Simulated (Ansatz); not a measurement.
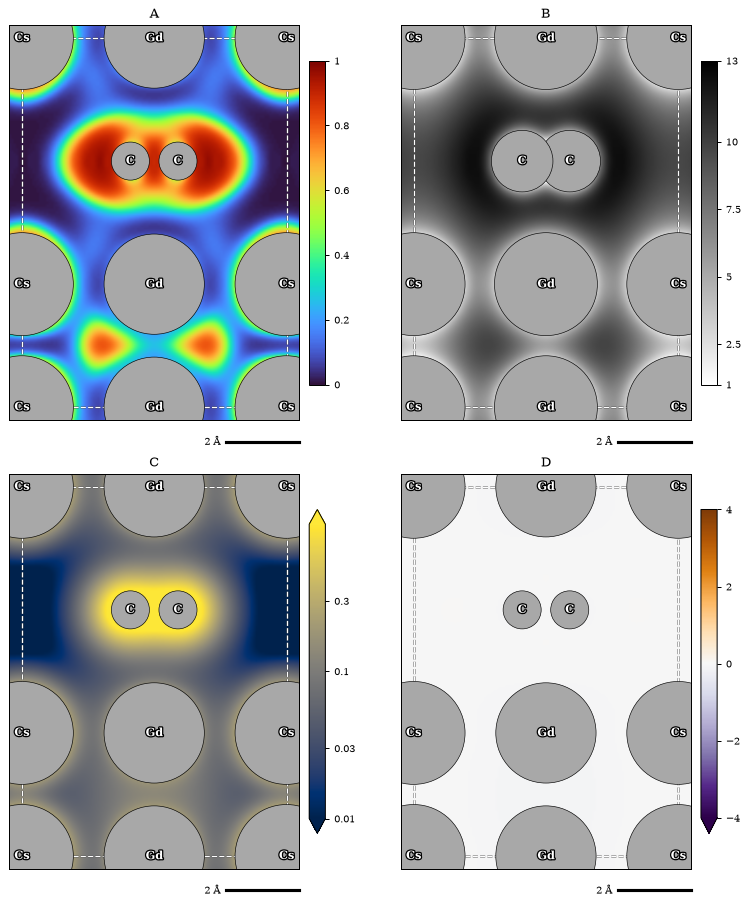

CsGdC: 4 fields on the (110) plane of the conventional cell, with unlabelled colour scales. Grey discs cover the atomic cores.

Space group P6/mmm; a structure generated by program, which may or may not match a known phase; spin-polarised.

Theory: DFT PBE, scalar-relativistic, plane waves, PAW in Ansatz.

```yaml
crystal:
  lattice:
    - [5.79938, 0.00000, 0.00000]
    - [-2.89969, 5.02241, 0.00000]
    - [0.00000, 0.00000, 7.20080]
  atoms:
    - { symbol: Cs, position: [0.33333, 0.66667, 0.50000] }
    - { symbol: Cs, position: [0.66667, 0.33333, 0.50000] }
    - { symbol: Gd, position: [0.33333, 0.66667, 0.00000] }
    - { symbol: Gd, position: [0.66667, 0.33333, 0.00000] }
    - { symbol: C, position: [0.00000, 0.00000, 0.08988] }
    - { symbol: C, position: [0.00000, 0.00000, 0.91012] }
```

**Match the panels to the quantities (electron localisation function, electrostatic potential energy of an electron, spin density and valence pseudo-density).**

Panel A: electron localisation function. Panel B: electrostatic potential energy of an electron (low next to the atoms, rising into the space between them). Panel C: valence pseudo-density. Panel D: spin density (confined to the magnetic sites and close to zero elsewhere). From the grid: Cs–Cs (3.35 Å): ρ at the midpoint is about 0.12 e/Å³; the ELF is about 0.05 at the midpoint: no shared electron pair shows on this line.
